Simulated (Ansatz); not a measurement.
**FH4NO2Zr (SMILES [NH2][Zr]([OH])([OH])[F]): density, localisation and related maps**

Input file:

```
crystal:
  periodic: [false, false, false]
  atoms:
    - {symbol: N, position_ang: [0.519454, 1.345356, -0.861922]}
    - {symbol: Zr, position_ang: [0.198660, -0.295449, 0.296788]}
    - {symbol: O, position_ang: [-0.260443, -1.745998, -0.876341]}
    - {symbol: O, position_ang: [-1.115954, 0.183212, 1.613539]}
    - {symbol: F, position_ang: [1.824044, -0.766078, 1.217685]}
    - {symbol: H, position_ang: [0.823469, 1.334866, -1.825437]}
    - {symbol: H, position_ang: [0.384598, 2.304000, -0.572527]}
    - {symbol: H, position_ang: [-0.576213, -2.553307, -1.269765]}
    - {symbol: H, position_ang: [-1.797625, 0.193398, 2.277991]}
basis:
  gaussian: {orbitals: def2-TZVPP}
hamiltonian: {xc: pbe0, dispersion: d4}
output: {orbitals: {seedname: orbitals}}
```

Command:

```sh
ansatz run in.yaml --threads 4 --pin off --events-out ev --progress --plain --max-ram 10444MiB
```

Geometry: PBE0-D4/def2-TZVP; core potentials replace the inner electrons of Zr.

Method: RKS PBE0-D4/def2-TZVPP in Ansatz.

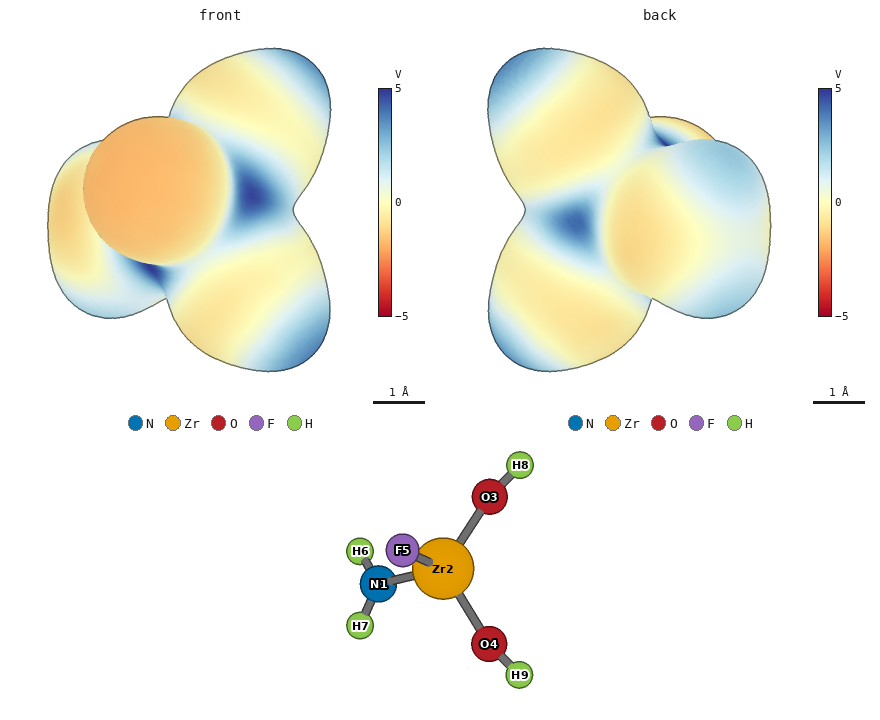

Figure 1. The electrostatic potential painted on the density surface at 0.004 e/bohr³, seen from the front and from behind; the colour scale runs from red (negative) to blue (positive). The bare structure is drawn below in the same view.

Which sites attract a positive test charge, and which a negative one?

A positive charge is drawn to the negative regions and a negative charge to the positive ones. The most negative region (about −1.8 V, or −42 kcal/mol for a unit charge) lies over F5, the most positive (about +4.6 V, or +106 kcal/mol for a unit charge) over Zr2.

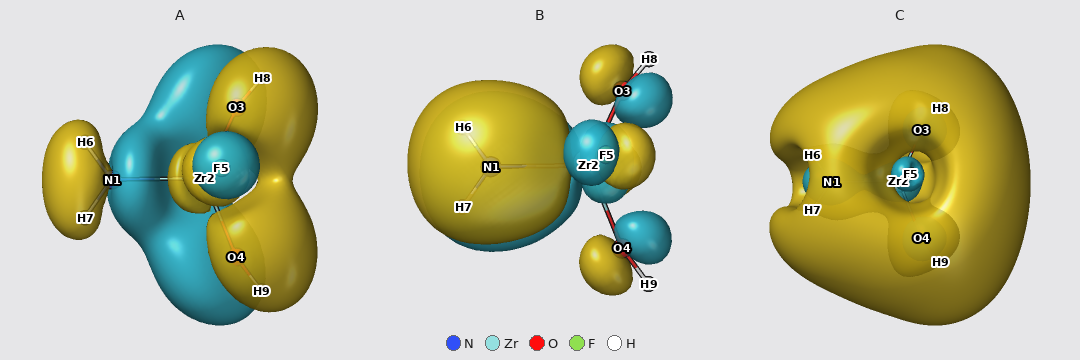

Figure 2. Three frontier orbitals at ±0.04 Å⁻³ᐟ² (yellow and cyan are the two phases), in no order.

Order the three orbitals by energy and name them.

A is the HOMO−1 (−9.28 eV). Its weight (Hirshfeld) is mainly on O3 (about 35 %), O4 (about 35 %) and Zr2 (about 10 %); largely a combination of lone pairs on O3 and O4. B is the HOMO (−7.27 eV). By Hirshfeld shares it lies mainly on N1 (about 70 %) and Zr2 (about 15 %); largely a lone pair of N1. C is the LUMO (−0.23 eV). By Hirshfeld shares it lies mainly on Zr2 (about 60 %), H8 (about 10 %) and H9 (about 10 %).

What is the HOMO–LUMO gap?

7.04 eV between the orbital energies.

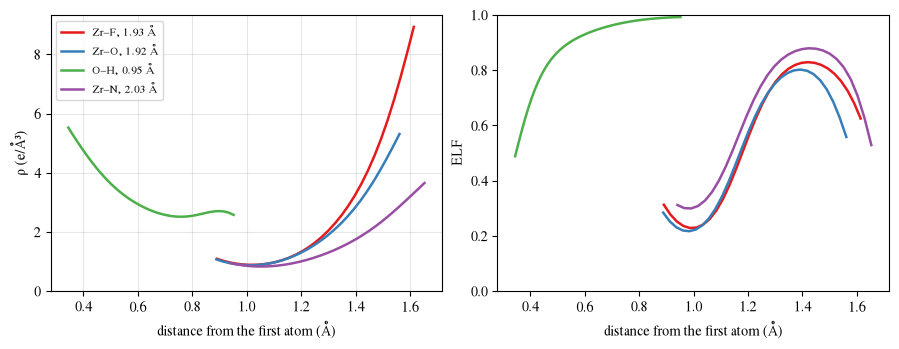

Figure 3. Electron density and ELF along straight lines between neighbouring atoms. The curves leave out the atomic cores.

Compare the contacts.

Zr–F (1.93 Å): ρ is about 0.93 e/Å³ halfway; the ELF peaks at about 0.85 in the valence shell of F, 0.5 Å from its nucleus, and drops to about 0.25 between the two atoms.
Zr–O (1.92 Å): ρ at the midpoint is about 0.91 e/Å³; the ELF peaks at about 0.80 in the valence shell of O, 0.5 Å from its nucleus, and drops to about 0.20 between the two atoms.
O–H (0.95 Å): the density is about 3.9 e/Å³ at the midpoint; the ELF climbs to about 1 towards the hydrogen, as it does in any bond to H: an ordinary covalent bond to hydrogen.
Zr–N (2.03 Å): ρ at the midpoint is about 0.84 e/Å³; the ELF peaks at about 0.90 in the valence shell of N, 0.6 Å from its nucleus, and drops to about 0.30 between the two atoms.
